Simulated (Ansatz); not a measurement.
# CH₅B (triplet): correlated methods under varied settings at distance B1–H4 along a hydrogen transfer = 1.482 Å

Aim: run CH₅B (triplet) at one geometry under a spread of methods and options, and see what each costs and gives.

The runs use Ansatz 0.2.0, Gaussian basis; the settings change from run to run.

7 further runs of the same task are left out: 6 that didn't finish, 1 set aside as unsound or not needed.

**1. The geometry**

The geometry derives from fragments relaxed apart (PBE0/def2-TZVP) and kept rigid, so it is no stationary point. A hydrogen atom is moved between rigid fragments.

7 atoms, charge 0, spin multiplicity 3.

Atoms are counted from 1 here; the program's logs count them from 0.

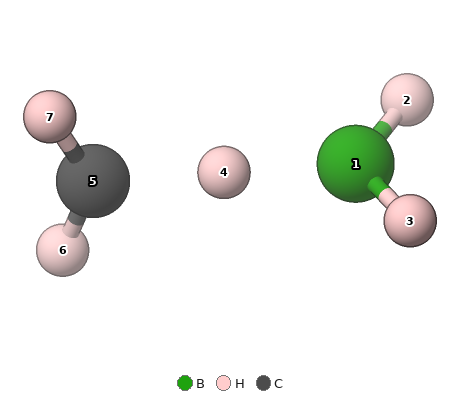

The geometry (boron green, hydrogen pink, carbon dark grey); atoms are numbered from 1 in the order of the file.

**2. MP2 on ROHF/cc-pVDZ**

in.yaml reads:

```yaml
crystal:
  periodic: [false, false, false]
  atoms:
    - {symbol: B, position_ang: [-1.528599, 0.000000, 0.000000]}
    - {symbol: H, position_ang: [-2.125332, 1.033571, 0.000000]}
    - {symbol: H, position_ang: [-2.125332, -1.033571, 0.000000]}
    - {symbol: H, position_ang: [-0.046599, 0.000000, 0.000000]}
    - {symbol: C, position_ang: [1.427401, 0.000000, 0.000000]}
    - {symbol: H, position_ang: [1.841869, 0.000000, 0.996161]}
    - {symbol: H, position_ang: [1.841869, 0.000000, -0.996161]}
basis:
  gaussian: {orbitals: cc-pVDZ, point_charges: [{charge: -1.00, position_ang: [5.996, 0.842, -0.423]}]}
magnetization: {spin_polarized: false, initial_magnetization: 2}
correlation: {method: mp2, electrons: outside_noble_gas}
```

Started as:

```console
ansatz run in.yaml --threads 1 --pin off --events-out ev --progress --plain --max-ram 2393MiB
```

Output:

```text
Functional definition: HF
  name "HF"
  cite "Fock, Z. Phys. 61, 126 (1930) doi:10.1007/BF01340294"
  parent pbe
  exchange = exact_x
  correlation = 0
478 factors; integrals over basis functions are off by at most 1.4e-3 eV
mean field evaluation 1: about -1774.6335 eV, gradient 1.4e1 eV
mean field evaluation 2: about -1774.6331 eV, gradient 1.4e1 eV
mean field evaluation 4: about -1775.8215 eV, gradient 2.4e0 eV
mean field evaluation 8: about -1775.8907 eV, gradient 1.1e-1 eV
mean field evaluation 16: about -1774.6316 eV, gradient 2.3e0 eV
mean field -1775.89106928 eV, -65.2627930538 hartree, gradient 1.0e-6 eV, S^2 2.000000; 1 other end points of the search recorded, 0 dependent functions left out
2 core orbitals not correlated: weight in the atoms' cores, before any rotation towards them, 1.000 or more for the frozen orbitals, at most 0.000 for the correlated occupied ones
reference -1775.89106928 eV, -65.2627930538 hartree; 7, 5 occupied and 44, 46 virtual orbitals, 478 factors
second order -5.62808623 eV of doubles, -0.17479979 eV of singles
Total energy: -1781.69395530 eV, -65.4760451816 hartree
```

Wall time 0.36 s (1 thread of Arm Neoverse V2, shared host).

**3. CCSD on UHF/cc-pVDZ**

in.yaml: that of step 2 with these lines changed.

```diff
@@ -11,4 +11,4 @@
 basis:
-  gaussian: {orbitals: cc-pVDZ, point_charges: [{charge: -1.00, position_ang: [5.996, 0.842, -0.423]}]}
-magnetization: {spin_polarized: false, initial_magnetization: 2}
-correlation: {method: mp2, electrons: outside_noble_gas}
+  gaussian: {orbitals: cc-pVDZ}
+magnetization: {spin_polarized: true, initial_magnetization: 2}
+correlation: {method: ccsd, electrons: outside_noble_gas, diis_vectors: 4}
```

The command is unchanged.

Output, shortened:

```text
Functional definition: HF
  name "HF"
  cite "Fock, Z. Phys. 61, 126 (1930) doi:10.1007/BF01340294"
  parent pbe
[...]
478 factors; integrals over basis functions are off by at most 1.2e-3 eV
[...]
mean field -1776.22930430 eV, -65.2752229617 hartree, gradient 2.1e-6 eV, S^2 2.051546; 2 other end points of the search recorded, 0 dependent functions left out
determinant -1776.22930430 eV, -65.2752229617 hartree, with singles and doubles -1782.88341336 eV, -65.5197569590 hartree
determinant -1774.28814954 eV, -65.2038868399 hartree, with singles and doubles -1781.27643409 eV, -65.4607015603 hartree
2 core orbitals not correlated: weight in the atoms' cores, before any rotation towards them, 1.000 or more for the frozen orbitals, at most 0.000 for the correlated occupied ones
reference -1776.22930430 eV, -65.2752229617 hartree; 7, 5 occupied and 44, 46 virtual orbitals, 478 factors
second order -5.41637936 eV of doubles, -0.00000000 eV of singles
cycle   1  -6.65414781 eV  change   -3.9e-5 eV  update   5.5e-4
[...]
cycle   7  -6.65441668 eV  change   -9.8e-6 eV  update   2.0e-6
Total energy: -1782.88372099 eV, -65.5197682642 hartree
```

It took 2.1 s on 1 thread of Arm Neoverse V2, shared host.

From the report: ⟨S²⟩ of the determinant 2.052 (pure triplet: 2.00); correlation -6.6544 eV; T1 0.014; largest double amplitude 0.05.

**4. CASCI(6,6)/6-31G**

in.yaml: that of step 3 with these lines changed.

```diff
@@ -11,4 +11,5 @@
 basis:
-  gaussian: {orbitals: cc-pVDZ}
-magnetization: {spin_polarized: true, initial_magnetization: 2}
-correlation: {method: ccsd, electrons: outside_noble_gas, diis_vectors: 4}
+  gaussian: {orbitals: 6-31G}
+magnetization: {spin_polarized: false, initial_magnetization: 2}
+correlation: {active_space: {window: {electrons: 6, orbitals: 6}, fixed_orbitals: true, states: [{multiplicity: 3, weights: [1, 1, 1, 1]}, {multiplicity: 5, weights: [1]}], root: 2}}
+output: {forces: true}
```

The command is unchanged.

Output, shortened:

```text
Functional definition: HF
  name "HF"
  cite "Fock, Z. Phys. 61, 126 (1930) doi:10.1007/BF01340294"
  parent pbe
[...]
652 factors; integrals over basis functions are off by at most 1.6e-7 eV
[...]
mean field -1775.06041434 eV, -65.2322670477 hartree, gradient 2.7e-6 eV, S^2 2.000000; 3 other end points of the search recorded, 0 dependent functions left out
reference -1775.06041434 eV, -65.2322670477 hartree; 9, 7 occupied and 19, 21 virtual orbitals, 652 factors
state -1775.08585791 eV, -65.2332020818 hartree
state -1772.82922126 eV, -65.1502722146 hartree
state -1770.10748930 eV, -65.0502504098 hartree
state -1768.68473246 eV, -64.9979650603 hartree
state -1769.10215708 eV, -65.0133051320 hartree
[...]
Total energy: -1770.10748930 eV, -65.0502504098 hartree
Atom 0 at    -1.528599     0.000000     0.000000 Å, force    -0.485441     0.000000     0.000000 eV/Å
Atom 1 at    -2.125332     1.033571     0.000000 Å, force     0.736954     0.230818    -0.000000 eV/Å
Atom 2 at    -2.125332    -1.033571     0.000000 Å, force     0.736954    -0.230818    -0.000000 eV/Å
Atom 3 at    -0.046599     0.000000     0.000000 Å, force    -2.830980     0.000000    -0.000000 eV/Å
Atom 4 at     1.427401     0.000000     0.000000 Å, force     0.554262    -0.000000     0.000000 eV/Å
Atom 5 at     1.841869     0.000000     0.996161 Å, force     0.644125     0.000000    -0.884575 eV/Å
Atom 6 at     1.841869     0.000000    -0.996161 Å, force     0.644125    -0.000000     0.884575 eV/Å
Dipole moment:     1.828329     0.000000    -0.000000 e Å
```

It took 0.48 s on 1 thread of Arm Neoverse V2, shared host.

From the report: 96 determinants; active occupations (of the averaged states) 1.92, 1.60, 0.87, 0.81, 0.80, 0.00.

**5. CCSD(T) on ROHF/cc-pVDZ**

in.yaml: that of step 4 with these lines changed.

```diff
@@ -11,5 +11,4 @@
 basis:
-  gaussian: {orbitals: 6-31G}
+  gaussian: {orbitals: cc-pVDZ}
 magnetization: {spin_polarized: false, initial_magnetization: 2}
-correlation: {active_space: {window: {electrons: 6, orbitals: 6}, fixed_orbitals: true, states: [{multiplicity: 3, weights: [1, 1, 1, 1]}, {multiplicity: 5, weights: [1]}], root: 2}}
-output: {forces: true}
+correlation: {method: ccsd_t, electrons: valence}
```

Same command.

Output, shortened:

```text
Functional definition: HF
  name "HF"
  cite "Fock, Z. Phys. 61, 126 (1930) doi:10.1007/BF01340294"
  parent pbe
[...]
478 factors; integrals over basis functions are off by at most 1.2e-3 eV
[...]
mean field -1775.84559690 eV, -65.2611219747 hartree, gradient 1.5e-6 eV, S^2 2.000000; 3 other end points of the search recorded, 0 dependent functions left out
determinant -1775.84559690 eV, -65.2611219747 hartree, with singles and doubles -1782.87561272 eV, -65.5194702909 hartree
determinant -1774.01389269 eV, -65.1938080866 hartree, with singles and doubles -1781.27632642 eV, -65.4606976033 hartree
2 core orbitals not correlated: weight in the atoms' cores, before any rotation towards them, 1.000 or more for the frozen orbitals, at most 0.000 for the correlated occupied ones
reference -1775.84559690 eV, -65.2611219747 hartree; 7, 5 occupied and 44, 46 virtual orbitals, 478 factors
second order -5.64574766 eV of doubles, -0.18333207 eV of singles
cycle   1  -7.02997721 eV  change    3.9e-5 eV  update   4.4e-4
[...]
cycle   7  -7.03005475 eV  change   -3.5e-6 eV  update   1.5e-6
perturbative correction -0.14345488 eV, -0.0052718695 hartree
Total energy: -1783.01910653 eV, -65.5247435913 hartree
```

Wall time 2.6 s (1 thread of Arm Neoverse V2, shared host).

From the report: correlation -7.1735 eV; T1 0.026; largest double amplitude 0.04.

**6. CCSD on UHF/STO-3G**

in.yaml: that of step 5 with these lines changed.

```diff
@@ -11,4 +11,4 @@
 basis:
-  gaussian: {orbitals: cc-pVDZ}
-magnetization: {spin_polarized: false, initial_magnetization: 2}
-correlation: {method: ccsd_t, electrons: valence}
+  gaussian: {orbitals: STO-3G}
+magnetization: {spin_polarized: true, initial_magnetization: 2}
+correlation: {method: ccsd, electrons: all}
```

The command is unchanged.

Output, shortened:

```text
Functional definition: HF
  name "HF"
  cite "Fock, Z. Phys. 61, 126 (1930) doi:10.1007/BF01340294"
  parent pbe
[...]
192 factors; integrals over basis functions are off by at most 3.5e-5 eV
[...]
mean field -1753.81110235 eV, -64.4513692355 hartree, gradient 1.8e-6 eV, S^2 2.065178; 1 other end points of the search recorded, 0 dependent functions left out
determinant -1753.81110235 eV, -64.4513692355 hartree, with singles and doubles -1756.60321842 eV, -64.5539776084 hartree
determinant -1750.97968950 eV, -64.3473167325 hartree, with singles and doubles -1754.19269141 eV, -64.4653923746 hartree
reference -1753.81110235 eV, -64.4513692355 hartree; 9, 7 occupied and 6, 8 virtual orbitals, 192 factors
second order -1.81306222 eV of doubles, -0.00000000 eV of singles
cycle   1  -2.79239173 eV  change   -2.8e-4 eV  update   3.8e-4
[...]
cycle   7  -2.79281091 eV  change   -5.2e-6 eV  update   7.8e-7
Total energy: -1756.60391326 eV, -64.5540031434 hartree
```

It took 0.27 s on 1 thread of Arm Neoverse V2, shared host.

From the report: ⟨S²⟩ of the determinant 2.065 (pure triplet: 2.00); correlation -2.7928 eV; T1 0.009; largest double amplitude 0.09.

**7. CCSD(T) on ROHF/6-31G**

in.yaml: that of step 6 with these lines changed.

```diff
@@ -11,4 +11,6 @@
 basis:
-  gaussian: {orbitals: STO-3G}
-magnetization: {spin_polarized: true, initial_magnetization: 2}
-correlation: {method: ccsd, electrons: all}
+  gaussian: {orbitals: 6-31G}
+magnetization: {spin_polarized: false, initial_magnetization: 2}
+correlation: {method: ccsd_t, electrons: outside_noble_gas}
+accuracy: high
+scf: {lower_state_search: full}
```

Same command.

Output, shortened:

```text
Functional definition: HF
  name "HF"
  cite "Fock, Z. Phys. 61, 126 (1930) doi:10.1007/BF01340294"
  parent pbe
[...]
698 factors; integrals over basis functions are off by at most 3.2e-9 eV
[...]
mean field -1775.06041436 eV, -65.2322670487 hartree, gradient 1.5e-8 eV, S^2 2.000000; 9 other end points of the search recorded, 0 dependent functions left out
[...]
determinant -1775.06041436 eV, -65.2322670487 hartree, with singles and doubles -1779.55824025 eV, -65.3975591012 hartree
determinant -1773.18523862 eV, -65.1633556110 hartree, with singles and doubles -1777.97567245 eV, -65.3394008072 hartree
2 core orbitals not correlated: weight in the atoms' cores, before any rotation towards them, 1.000 or more for the frozen orbitals, at most 0.000 for the correlated occupied ones
reference -1775.06041436 eV, -65.2322670487 hartree; 7, 5 occupied and 19, 21 virtual orbitals, 698 factors
second order -3.36466176 eV of doubles, -0.16515097 eV of singles
cycle   1  -4.49775019 eV  change    7.6e-5 eV  update   3.9e-4
[...]
cycle  16  -4.49780350 eV  change  -1.4e-10 eV  update  8.0e-10
perturbative correction -0.06912021 eV, -0.0025401208 hartree
Total energy: -1779.62733807 eV, -65.4000983994 hartree
```

Wall time 1.4 s (1 thread of Arm Neoverse V2, shared host).

From the report: correlation -4.5669 eV; T1 0.027; largest double amplitude 0.06.

**8. CCSD(T)/6-31G***

in.yaml: that of step 7 with these lines changed.

```diff
@@ -11,6 +11,5 @@
 basis:
-  gaussian: {orbitals: 6-31G}
+  gaussian: {orbitals: "6-31G*"}
 magnetization: {spin_polarized: false, initial_magnetization: 2}
+hamiltonian: {xc: {name: r2SCAN}}
 correlation: {method: ccsd_t, electrons: outside_noble_gas}
-accuracy: high
-scf: {lower_state_search: full}
```

Same command.

Output, shortened:

```text
Functional definition: r2SCAN
  name "r2SCAN"
  cite "Furness, Kaplan, Ning, Perdew & Sun, J. Phys. Chem. Lett. 11, 8208 (2020) doi:10.1021/acs.jpclett.0c02405"
  cite "Furness, Kaplan, Ning, Perdew & Sun, J. Phys. Chem. Lett. 11, 9248 (2020) doi:10.1021/acs.jpclett.0c03077"
  parent r2scan
[...]
441 factors; integrals over basis functions are off by at most 9.7e-4 eV
[...]
mean field -1787.28182590 eV, -65.6813956386 hartree, gradient 2.2e-6 eV, S^2 2.000000; 3 other end points of the search recorded, 0 dependent functions left out
2 core orbitals not correlated: weight in the atoms' cores, before any rotation towards them, 1.000 or more for the frozen orbitals, at most 0.000 for the correlated occupied ones
reference -1775.39740308 eV, -65.2446511555 hartree; 7, 5 occupied and 31, 33 virtual orbitals, 441 factors
second order -4.96802572 eV of doubles, -0.33474281 eV of singles
cycle   1  -5.91396077 eV  change   -6.1e-1 eV  update   5.9e-2
[...]
cycle   9  -6.18876447 eV  change    2.5e-6 eV  update   1.1e-5
perturbative correction -0.13082597 eV, -0.0048077656 hartree
Total energy: -1781.71699351 eV, -65.4768918205 hartree
```

Wall time 3.2 s (1 thread of Arm Neoverse V2, shared host).

From the report: correlation -6.3196 eV; T1 0.022; largest double amplitude 0.06. The orbitals are Kohn-Sham ones, so correlation energy and T1 don't compare with those on Hartree-Fock orbitals.

**9. HF/def2-SVP**

in.yaml: that of step 8 with these lines changed.

```diff
@@ -11,5 +11,5 @@
 basis:
-  gaussian: {orbitals: "6-31G*"}
+  gaussian: {orbitals: def2-SVP}
 magnetization: {spin_polarized: false, initial_magnetization: 2}
-hamiltonian: {xc: {name: r2SCAN}}
-correlation: {method: ccsd_t, electrons: outside_noble_gas}
+hamiltonian: {xc: hf}
+output: {orbitals: {seedname: orbitals}}
```

Launched as before.

Output:

```text
Functional definition: HF
  name "HF"
  cite "Fock, Z. Phys. 61, 126 (1930) doi:10.1007/BF01340294"
  parent pbe
  exchange = exact_x
  correlation = 0
558 factors; integrals over basis functions are off by at most 1.5e-3 eV
mean field evaluation 1: about -1773.0968 eV, gradient 1.4e1 eV
mean field evaluation 2: about -1773.0972 eV, gradient 1.4e1 eV
mean field evaluation 4: about -1774.3333 eV, gradient 2.5e0 eV
mean field evaluation 8: about -1774.4021 eV, gradient 1.4e-1 eV
mean field evaluation 16: about -1772.4825 eV, gradient 2.8e0 eV
mean field -1774.40271935 eV, -65.2080972027 hartree, gradient 1.3e-5 eV, S^2 2.000000; 0 other end points of the search recorded, 0 dependent functions left out
reference -1774.40271935 eV, -65.2080972027 hartree; 9, 7 occupied and 44, 46 virtual orbitals, 558 factors
Total energy: -1774.40271935 eV, -65.2080972027 hartree
```

Run time: 0.24 s. Hardware: 1 thread of Arm Neoverse V2, shared host.

**10. The runs in one table**

Where basis and cores are those of an earlier UCCSDT(Q)/cc-pVDZ run (-1783.0526 eV), and the state is the same kind, the miss against it is given.

| level | correlated | functions | energy (eV) | from UCCSDT(Q) (meV) | time |
| --- | --- | --- | --- | --- | --- |
| MP2 on ROHF/cc-pVDZ (beside a point charge) | outside noble gas | 53 | -1781.6940 |  | 0.36 s |
| CCSD on UHF/cc-pVDZ | outside noble gas | 53 | -1782.8837 | 168.9 | 2.1 s |
| CASCI(6,6)/6-31G (excited root 2 of an average) |  | 28 | -1770.1075 |  | 0.48 s |
| CCSD(T) on ROHF/cc-pVDZ | valence | 53 | -1783.0191 | 33.5 | 2.6 s |
| CCSD on UHF/STO-3G | all | 15 | -1756.6039 |  | 0.27 s |
| CCSD(T) on ROHF/6-31G | outside noble gas | 28 | -1779.6273 |  | 1.4 s |
| CCSD(T)/6-31G* (on r2SCAN orbitals) | outside noble gas | 40 | -1781.7170 |  | 3.2 s |
| HF/def2-SVP |  | 53 | -1774.4027 |  | 0.24 s |

**11. Results**

```
quantity                                       value
    runs                                           8
quickest                         HF/def2-SVP, 0.24 s
 slowest  CCSD(T)/6-31G* (on r2SCAN orbitals), 3.2 s
```

What this shows: Total energies in different bases, with other cores or another treatment of relativity can't be set against each other. CCSD(T)/6-31G* (on r2SCAN orbitals) took 14 times as long as HF/def2-SVP; the jobs differ in more than the method. Among the correlated runs with a miss given, it spans +34 to +169 meV.
